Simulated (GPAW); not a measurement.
Consider Fe2C (Pnnm).

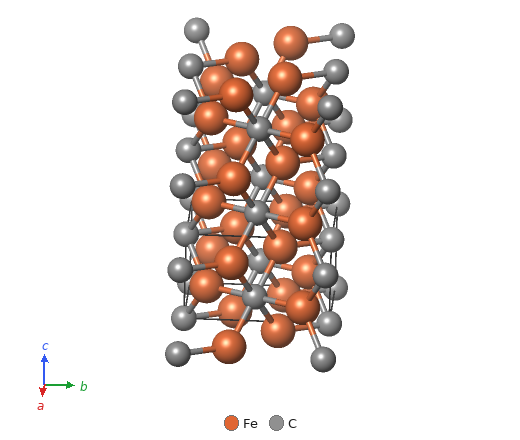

The structure (iron orange, carbon grey). 2×1×3 cells are drawn. Some periodic images of atoms are drawn too.

```
Fe C
1.0
     4.27100    0.00000    0.00000
     0.00000    4.72200    0.00000
     0.00000    0.00000    2.83500
Fe C
4 2
Direct
  0.75295 0.84125 0.50000
  0.24705 0.15875 0.50000
  0.74705 0.34125 0.00000
  0.25295 0.65875 0.00000
  0.50000 0.50000 0.50000
  0.00000 0.00000 0.00000
```

Absorber: atom 5, with 4 Fe at 1.92 Å and 2 Fe at 1.94 Å (octahedral, site symmetry 2/m). Method: GPAW, LDA, excited-electron core hole (neutral cell), 24-atom cell with 6.4 Å between holes, 4×4×4 k points, dipole transitions, Gaussian full width 0.9 eV up to 4 eV, rising linearly to 3.5 eV at 25 eV.

Q: What does the C K edge look like?

Main maxima up to 24 eV above the zero (height): 1.9 eV (3.10), 5.9 eV (1.20), 9.4 eV (1.20) and 17.9 eV (0.93). A K edge sees empty p states; the first features are C p mixed into the empty d states of the Fe neighbours, and the broad ones above probably into the cations' higher empty bands. The total-energy difference is 279.86 eV. The functional leaves an error in such absolute values: in the free atom LDA prices this hole 2.9 eV below PBE (computed apart), and PBE is itself good to a few eV.

The C K spectrum (energy from the lowest empty level; intensity scaled to a mean of 1 over the first 20 eV; polarised curves are means over the symmetry-equivalent atoms):

```tsv
E (eV)	isotropic	ε ∥ x	ε ∥ y	ε ∥ z
-2.0	0.00	0.00	0.00	0.00
-0.5	0.10	0.07	0.13	0.09
1.0	2.02	2.62	2.08	1.35
2.5	2.49	2.14	2.37	2.97
4.0	0.52	0.25	0.26	1.04
5.5	1.05	1.50	1.32	0.34
7.0	0.44	0.55	0.62	0.14
8.5	0.93	0.76	1.33	0.69
10.0	1.11	0.77	1.14	1.42
11.5	0.85	1.21	0.51	0.83
13.0	0.62	0.73	0.38	0.74
14.5	0.65	0.57	0.43	0.93
16.0	0.77	0.68	0.71	0.92
17.5	0.91	0.79	0.85	1.09
19.0	0.84	0.70	0.83	0.98
20.5	0.67	0.41	0.95	0.63
22.0	0.60	0.46	0.82	0.51
23.5	0.51	0.66	0.52	0.34
25.0	0.47	0.71	0.43	0.28
26.5	0.50	0.65	0.51	0.33
28.0	0.53	0.62	0.58	0.39
29.5	0.56	0.67	0.55	0.47
31.0	0.54	0.62	0.45	0.56
```

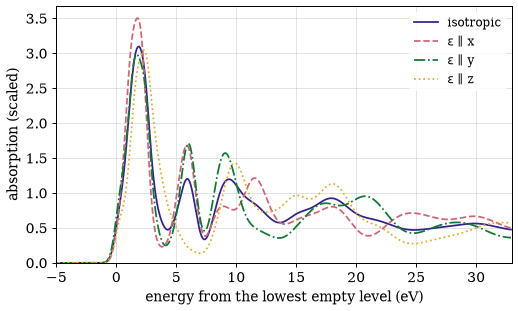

The C K edge.

The hole lies in one spin channel, while the script sums the empty states of both and takes the lower zero; where the two channels are split, this blurs and shifts the curve. The spins start ferromagnetically in a simple order, which needn't be the measured one; gap and edge can depend on it. The holes are only 6.4 Å apart, so the shape is probably not converged with cell size; no larger cell was run here. The mesh is coarse (0.28 Å⁻¹ between points), so small maxima may be mesh ripples. Lifetime broadening is put in by hand, and intensities beyond about 20 eV depend on it and on the partial waves; weight that the partial waves miss at high energy is lost. The structure is a published determination, not relaxed.

[Banner, clock and machine lines of the logs are left out without a mark of their own.]

[Logs are printed without paths, hosts, clocks, repeated set-up lines and the standing remarks that a program may print on its own settings, such as how far it seeks lower states.]

[Hosts, paths, dates, database ids (printed as entryN), source tags and the programs' standing remarks are cut or masked in the printed files.]

[Lists of maxima count a maximum above −3 eV only where it reaches 4 % of the highest in the window and stands out from its surroundings by 2 % of it (1.5 % where it reaches 55 %); shoulders and weaker maxima are passed over, and of the rest the first, up to two pre-edge ones and the few strongest are named.]
